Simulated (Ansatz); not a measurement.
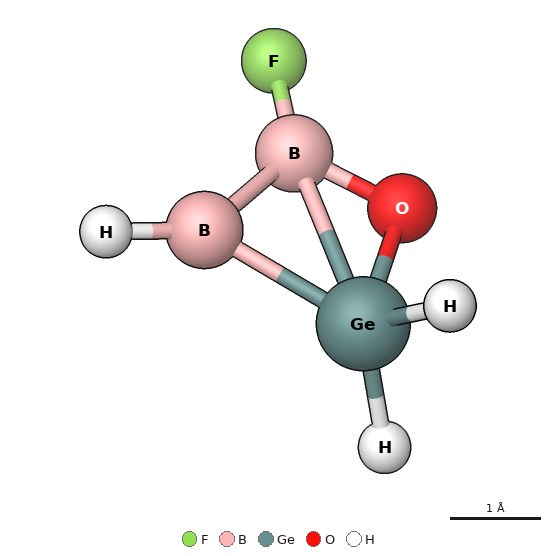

A ball-and-stick model of a molecule. Every bond is drawn as one stick, whatever its order.

Description:

Formula B2FGeH3O. This geometry has Cs symmetry. Coordination, clear cases only: 1 B see-saw.

More results for the same structure follow; atom numbers are the same in all pictures, views and colours differ. The geometry was computed by an optimisation with PBE0-D4/def2-TZVP.

## Geometry

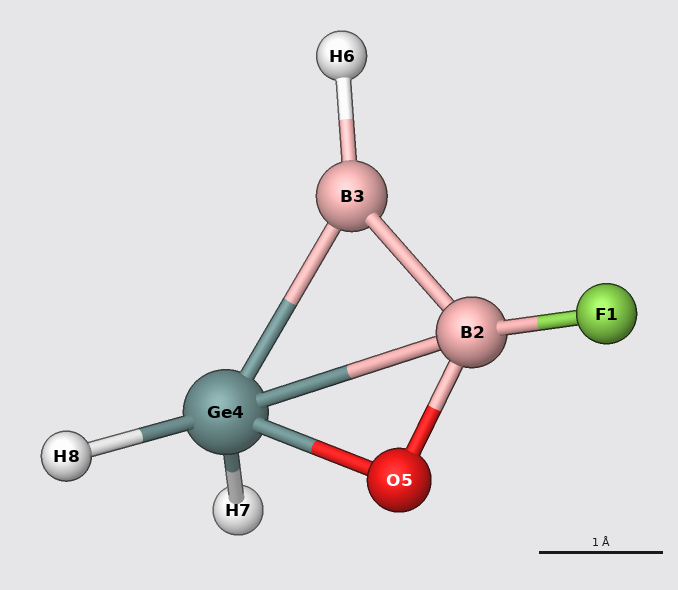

Atoms carry their numbers in the input.

What are the angles F1–B2–O5, B2–B3–Ge4, B2–B3–H6, B2–Ge4–O5, B2–Ge4–H7, B2–O5–Ge4, B3–Ge4–O5, B3–Ge4–H7, Ge4–B2–O5, Ge4–B3–H6, O5–Ge4–H7, H7–Ge4–H8?

```
    angle  degrees
 F1–B2–O5    121.7
B2–B3–Ge4     79.5
 B2–B3–H6    142.1
B2–Ge4–O5     33.3
B2–Ge4–H7    121.0
B2–O5–Ge4     97.4
B3–Ge4–O5     77.6
B3–Ge4–H7    123.0
Ge4–B2–O5     49.3
Ge4–B3–H6    138.4
O5–Ge4–H7    107.0
H7–Ge4–H8    110.0
```

## Vibrations

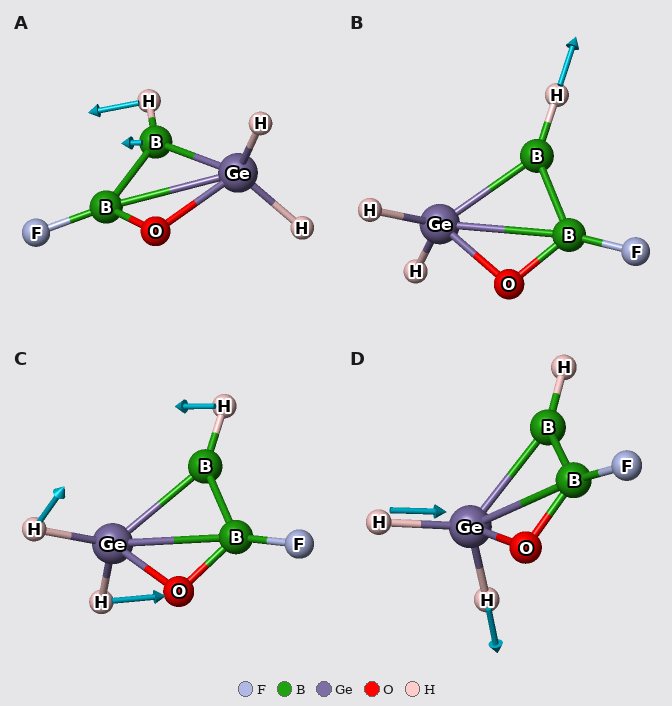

4 normal modes of one molecule or complex, as arrows. Harmonic vibrations computed with RKS PBE0-D4/def2-TZVP (Ansatz 0.2.0) at a stationary point of the same level.

**Match the panels to the wavenumbers 537 cm⁻¹, 879 cm⁻¹, 2150 cm⁻¹, 2706 cm⁻¹.**

A: 537 cm⁻¹
B: 2706 cm⁻¹, B–H stretching
C: 879 cm⁻¹, angle bending
D: 2150 cm⁻¹, out-of-phase stretching of 2 Ge–H bonds

## Dipole moment

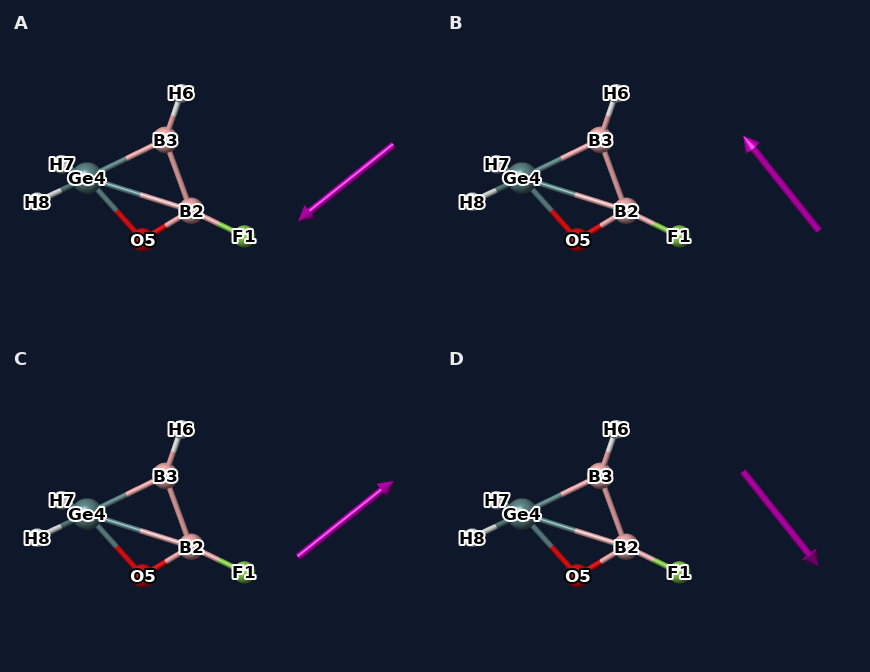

The same molecule four times, each with an arrow. Properties computed with RKS PBE0-D4/def2-TZVP (Ansatz 0.2.0).

**Which arrow points along the dipole moment, from the negative to the positive end?**

B. The dipole moment is 2.95 D; it points from the side of F1 to the side of H6, H7, H8 (the outermost atoms at the two ends).

## Charges

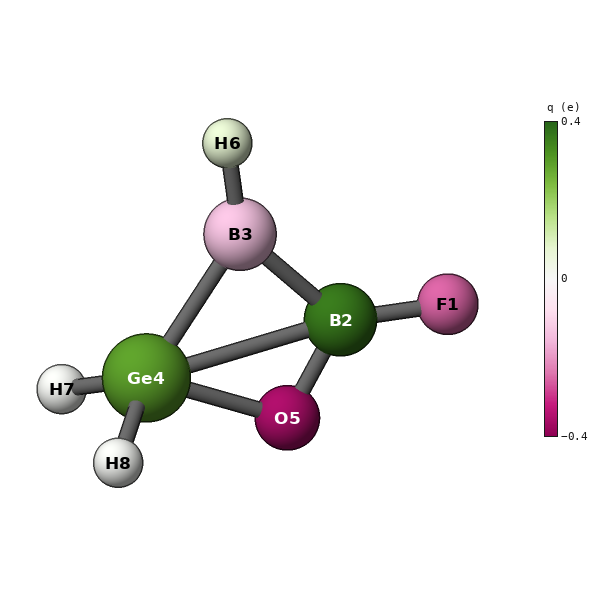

Atoms are coloured by their Mulliken charges. Method: RKS PBE0-D4/def2-TZVP (Ansatz 0.2.0).

**Which atom carries the highest charge (most positive or least negative)?**

B2 (0.36 e).

**And the lowest?**

O5 (−0.35 e).

List the Mulliken charges.

| atom | value (e) |
| --- | --- |
| F1 | −0.25 |
| B2 | 0.36 |
| B3 | −0.13 |
| Ge4 | 0.29 |
| O5 | −0.35 |
| H6 | 0.07 |
| H7 | 0.01 |
| H8 | 0.01 |

Mulliken values depend strongly on the basis set and can even reverse the polarity of a bond.
